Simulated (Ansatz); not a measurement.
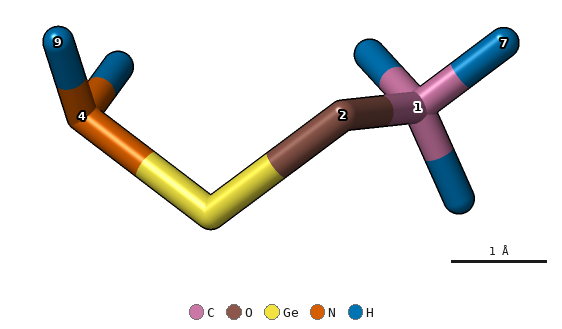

**Figure 1.** The structure as given in the input (stick view, seen at a tilt; atoms are numbered from 1 in the order of the input). Sticks mark near contacts. Bond lengths as drawn: C–H 1.12 to 1.16 Å, C–O 1.35 Å, Ge–N 1.80 Å, Ge–O 1.80 Å and H–N 1.06 to 1.08 Å.

CH5GeNO: geometry relaxation (part 1 of 2)

The run: geometry relaxation of CH5GeNO, SMILES C[O][Ge][NH2]. Method and program: RKS PBE-D4/def2-SVP (Ansatz 0.2.0).

The geometry: force-field start. Figures and captions count atoms from 1; the log counts them from 0 in places.

**Output**
```
Functional definition: PBE
  name "PBE"
  cite "Perdew, Burke & Ernzerhof, Phys. Rev. Lett. 77, 3865 (1996) doi:10.1103/PhysRevLett.77.3865"
  parent pbe
  parameter kappa = 0.804
  parameter beta = 0.06672455060314922
  exchange = pbe_x(kappa = kappa, mu = beta*pi^2/3)
  correlation = pbe_c(beta = beta)
1114 factors; their error is unknown
mean field evaluation 1: about -61134.3858 eV, gradient 8.3e1 eV
mean field evaluation 2: about -61054.3062 eV, gradient 1.8e2 eV
mean field evaluation 4: about -61147.4406 eV, gradient 2.1e1 eV
mean field evaluation 8: about -61148.3474 eV, gradient 2.1e-1 eV
mean field evaluation 16: about -61148.2829 eV, gradient 1.2e-3 eV
mean field -61148.28287758 eV, -2247.1579479562 hartree, gradient 4.6e-5 eV, S^2 0.000000; 0 other end points of the search recorded, 0 dependent functions left out
the calculation of the forces begins
reference -61148.28290955 eV, -2247.1579491310 hartree; 29, 29 occupied and 70, 70 virtual orbitals, 1114 factors
relax step   1: F+E_penalty+E_count = -61148.45305468 eV  Δ(F+E_penalty+E_count) = +0.000e0 eV  max|allowed force component| = 2.812e0 eV/Å  Δτ_max = 0.0000 Å  (29 SCF iters, accepted)
these checks for a lower state are left out or cut short: starts, cluster_reference, orbital_swaps, neighbouring_geometries, increment
1114 factors; their error is unknown
mean field -61148.68665203 eV, -2247.1727863937 hartree, gradient 9.7e-6 eV, S^2 0.000000; 0 other end points of the search recorded, 0 dependent functions left out
[... from here on the field's lines of each further geometry are left out, up to the last ...]
relax step   2: F+E_penalty+E_count = -61148.85553607 eV  Δ(F+E_penalty+E_count) = -4.025e-1 eV  max|allowed force component| = 1.133e0 eV/Å  Δτ_max = 0.1948 Å  (35 SCF iters, accepted)
relax step   3: F+E_penalty+E_count = -61148.99448448 eV  Δ(F+E_penalty+E_count) = -1.389e-1 eV  max|allowed force component| = 1.288e0 eV/Å  Δτ_max = 0.1995 Å  (35 SCF iters, accepted)
relax step   4: F+E_penalty+E_count = -61149.12740327 eV  Δ(F+E_penalty+E_count) = -1.329e-1 eV  max|allowed force component| = 9.027e-1 eV/Å  Δτ_max = 0.1948 Å  (29 SCF iters, accepted)
relax step   5: F+E_penalty+E_count = -61149.27293671 eV  Δ(F+E_penalty+E_count) = -1.455e-1 eV  max|allowed force component| = 8.541e-1 eV/Å  Δτ_max = 0.2000 Å  (29 SCF iters, accepted)
relax step   6: F+E_penalty+E_count = -61149.40411386 eV  Δ(F+E_penalty+E_count) = -1.312e-1 eV  max|allowed force component| = 9.281e-1 eV/Å  Δτ_max = 0.2000 Å  (36 SCF iters, accepted)
relax step   7: F+E_penalty+E_count = -61149.53401618 eV  Δ(F+E_penalty+E_count) = -1.299e-1 eV  max|allowed force component| = 1.010e0 eV/Å  Δτ_max = 0.1949 Å  (29 SCF iters, accepted)
relax step   8: F+E_penalty+E_count = -61149.66081767 eV  Δ(F+E_penalty+E_count) = -1.268e-1 eV  max|allowed force component| = 8.422e-1 eV/Å  Δτ_max = 0.2000 Å  (29 SCF iters, accepted)
relax step   9: F+E_penalty+E_count = -61149.75011308 eV  Δ(F+E_penalty+E_count) = -8.930e-2 eV  max|allowed force component| = 1.107e0 eV/Å  Δτ_max = 0.1948 Å  (30 SCF iters, accepted)
relax step  10: F+E_penalty+E_count = -61149.83430086 eV  Δ(F+E_penalty+E_count) = -8.419e-2 eV  max|allowed force component| = 7.536e-1 eV/Å  Δτ_max = 0.1997 Å  (28 SCF iters, accepted)
relax step  11: F+E_penalty+E_count = -61149.91307598 eV  Δ(F+E_penalty+E_count) = -7.878e-2 eV  max|allowed force component| = 5.367e-1 eV/Å  Δτ_max = 0.1946 Å  (29 SCF iters, accepted)
relax step  12: F+E_penalty+E_count = -61149.98015371 eV  Δ(F+E_penalty+E_count) = -6.708e-2 eV  max|allowed force component| = 2.080e-1 eV/Å  Δτ_max = 0.1998 Å  (35 SCF iters, accepted)
relax step  13: F+E_penalty+E_count = -61150.00234160 eV  Δ(F+E_penalty+E_count) = -2.219e-2 eV  max|allowed force component| = 1.699e-1 eV/Å  Δτ_max = 0.1998 Å  (34 SCF iters, accepted)
relax step  14: F+E_penalty+E_count = -61150.00004749 eV  Δ(F+E_penalty+E_count) = +2.294e-3 eV  max|allowed force component| = 1.642e-1 eV/Å  Δτ_max = 0.0872 Å  (30 SCF iters, rejected (line search))
relax step  15: F+E_penalty+E_count = -61150.00891384 eV  Δ(F+E_penalty+E_count) = -6.572e-3 eV  max|allowed force component| = 3.744e-2 eV/Å  Δτ_max = 0.0436 Å  (29 SCF iters, accepted)
relax step  16: F+E_penalty+E_count = -61150.00952350 eV  Δ(F+E_penalty+E_count) = -6.097e-4 eV  max|allowed force component| = 4.260e-2 eV/Å  Δτ_max = 0.0255 Å  (30 SCF iters, accepted)
the calculation of the forces begins
reference -61149.84964223 eV, -2247.2155254953 hartree; 29, 29 occupied and 70, 70 virtual orbitals, 1114 factors
relax step  17: F+E_penalty+E_count = -61150.00968349 eV  Δ(F+E_penalty+E_count) = -1.600e-4 eV  max|allowed force component| = 3.841e-3 eV/Å  Δτ_max = 0.0110 Å  (29 SCF iters, accepted)
```

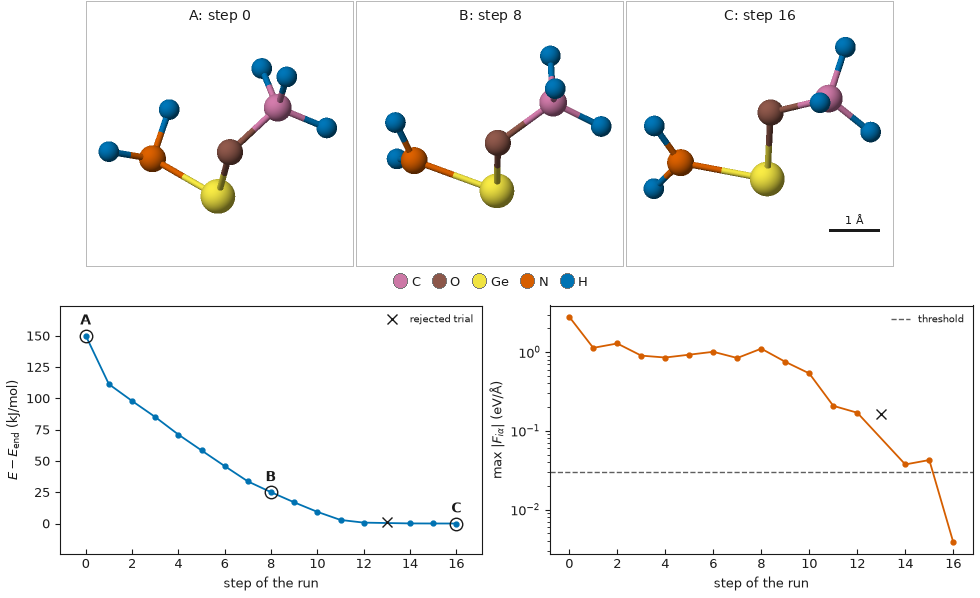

**Figure 2.** Frames of the relaxation (ball-and-stick view, seen at a tilt) above the curves, on which the letters mark them (the first geometry is step 0 here and step 1 in the log).

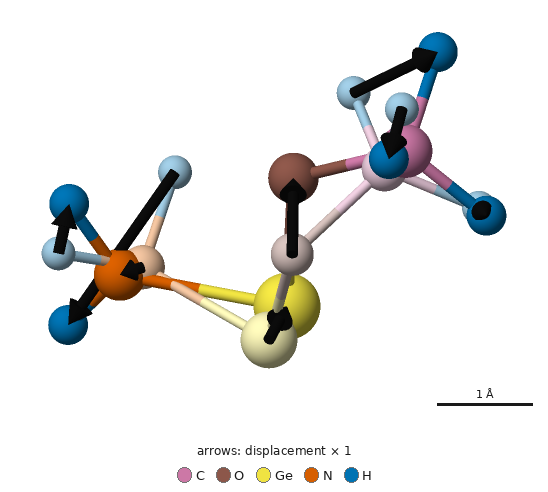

**Figure 3.** Start (faint) and end (solid) with the displacements as black arrows, at true length (ball-and-stick view, seen at a tilt). The two geometries are laid on each other by the best rigid fit. H8 moves most after the best rigid fit: 2.00 Å. By element the largest moves are H 2.00 Å, O 1.11 Å, Ge 0.61 Å, C 0.35 Å, N 0.27 Å. Distances before and after: C1–O2 1.348 → 1.409 Å, N4–H8 1.077 → 1.022 Å, C1–H6 1.155 → 1.114 Å, N4–H9 1.064 → 1.025 Å. Among the angles that change: Ge3–N4–H8 105.5° → 124.1°, O2–Ge3–N4 109.5° → 92.6°, C1–O2–Ge3 106.0° → 121.4°. The energy falls by 150.2 kJ/mol in 16 geometry steps. Largest force component: 2.8 eV/Å at the start, 0.0038 eV/Å at the end. The line search rejected the trial step at point 13 (counted from 0) and went back. (Atoms are counted from 1 in the order of the input.)

```
1114 factors; their error is unknown
mean field -61149.84960863 eV, -2247.2155242603 hartree, gradient 2.3e-5 eV, S^2 0.000000; 1 other end points of the search recorded, 0 dependent functions left out
the calculation of the forces begins
reference -61149.84964223 eV, -2247.2155254953 hartree; 29, 29 occupied and 70, 70 virtual orbitals, 1114 factors
Total energy: -61150.00971710 eV, -2247.2214081380 hartree
Atom 0 at     0.388559     1.152107    -1.251568 Å, force    -0.000745    -0.000355     0.000659 eV/Å
Atom 1 at     0.030249     0.436616    -0.092334 Å, force    -0.000383     0.000353    -0.000239 eV/Å
Atom 2 at     0.054059    -1.392453    -0.056611 Å, force     0.002314     0.000116    -0.002809 eV/Å
Atom 3 at    -0.504851    -1.448289     1.687031 Å, force    -0.000952     0.001383     0.003841 eV/Å
Atom 4 at     0.693190     0.499034    -2.106017 Å, force    -0.000504     0.000259    -0.000414 eV/Å
Atom 5 at    -0.462050     1.780805    -1.602204 Å, force    -0.000341     0.001335    -0.000730 eV/Å
Atom 6 at     1.240482     1.838016    -1.038833 Å, force     0.001530    -0.000146    -0.000655 eV/Å
Atom 7 at    -0.655997    -2.311638     2.212232 Å, force    -0.000534    -0.001533     0.001414 eV/Å
Atom 8 at    -0.695141    -0.600498     2.231204 Å, force    -0.000385    -0.001411    -0.001067 eV/Å
Dipole moment:    -0.041530    -0.089437     0.135554 e Å
```

**Trajectory as extended XYZ (Å, eV, eV/Å), 17 frames, from step=1 to step=17**
```
9
Properties=species:S:1:pos:R:3:forces:R:3 step=1 energy=-61148.45305
C     0.3332    0.8796   -1.0464   -1.7612   2.8120  -1.0729
O     1.1281    0.4045   -0.0667    1.3679   0.0673   1.6590
Ge    0.6623   -1.3213    0.1570    1.6909  -2.0546  -1.6105
N    -0.5632   -1.4481    1.4646   -2.0601   1.4520   1.9043
H     0.4294    0.3864   -2.0435   -0.0746  -0.1773  -0.1385
H    -0.7807    0.8995   -0.7404    0.5819  -0.0772  -0.5148
H     0.5698    1.9931   -1.2177   -0.2123  -0.9145  -0.0519
H    -1.4144   -0.8887    1.1156    0.8771  -0.7305   0.6534
H    -0.2760   -0.9513    2.3604   -0.4095  -0.3772  -0.8281
9
Properties=species:S:1:pos:R:3:forces:R:3 step=2 energy=-61148.85554
C     0.3226    0.9170   -1.0265   -0.7318   1.1329  -0.5635
O     1.0889    0.3353   -0.0268    0.3712  -0.0712   0.4013
Ge    0.6829   -1.4538    0.1021    0.3580  -0.4184  -0.3906
N    -0.5272   -1.4270    1.5108   -1.0227   0.9322   0.9487
H     0.4150    0.4352   -2.0347    0.0476  -0.0723  -0.0232
H    -0.7929    0.9482   -0.7976    0.4165  -0.0536  -0.0422
H     0.6084    1.9976   -1.1788    0.0132  -0.4256   0.1068
H    -1.4422   -1.0327    1.1338    0.7953  -0.5656   0.4876
H    -0.2670   -0.7661    2.3007   -0.2473  -0.4585  -0.9251
9
Properties=species:S:1:pos:R:3:forces:R:3 step=3 energy=-61148.99448
C     0.3280    0.9541   -1.0409   -0.1989   0.0809  -0.2709
O     1.0761    0.3150   -0.0356    0.0715  -0.1355   0.1809
Ge    0.6463   -1.4846    0.0942   -0.0190  -0.0244  -0.1056
N    -0.5218   -1.4241    1.5771    0.8732  -1.0302  -0.4268
H     0.4178    0.4688   -2.0502    0.0430   0.0390   0.0366
H    -0.7718    0.9904   -0.8173    0.0604   0.0475   0.0306
H     0.6539    2.0089   -1.1682    0.1155  -0.0057   0.0766
H    -1.4410   -1.2076    1.2298   -1.2877  -0.1625  -0.2759
H    -0.2991   -0.6672    2.1939    0.3420   1.1909   0.7544
9
Properties=species:S:1:pos:R:3:forces:R:3 step=4 energy=-61149.12740
C     0.3343    0.9788   -1.0489    0.1546  -0.4921  -0.0479
O     1.0642    0.2923   -0.0394   -0.1438  -0.1076  -0.0736
Ge    0.6191   -1.5147    0.0616   -0.2962   0.2908   0.2421
N    -0.4889   -1.4280    1.6161   -0.3901   0.8682  -0.3283
H     0.4231    0.4973   -2.0604    0.0416   0.0943   0.0577
H    -0.7579    1.0268   -0.8307   -0.1146   0.1019   0.0773
H     0.6966    2.0170   -1.1522    0.1541   0.1672   0.0684
H    -1.4986   -1.3828    1.2926    0.9027  -0.3424   0.5821
H    -0.3033   -0.5331    2.1443   -0.3083  -0.5803  -0.5778
9
Properties=species:S:1:pos:R:3:forces:R:3 step=5 energy=-61149.27294
C     0.3450    0.9900   -1.0515    0.1700  -0.2666  -0.0222
O     1.0326    0.2969   -0.0192   -0.1827  -0.1131  -0.0268
Ge    0.5593   -1.5023    0.0259   -0.2972   0.1349   0.3269
N    -0.4610   -1.4221    1.6344   -0.2840   0.8541  -0.5500
H     0.4382    0.4929   -2.0529    0.0229   0.0714   0.0125
H    -0.7490    1.0891   -0.8534   -0.0637   0.0592   0.0593
H     0.7503    2.0145   -1.1567    0.1232   0.1014   0.0310
H    -1.4818   -1.5435    1.4104    0.7513  -0.2457   0.4751
H    -0.3451   -0.4619    2.0459   -0.2398  -0.5957  -0.3061
```
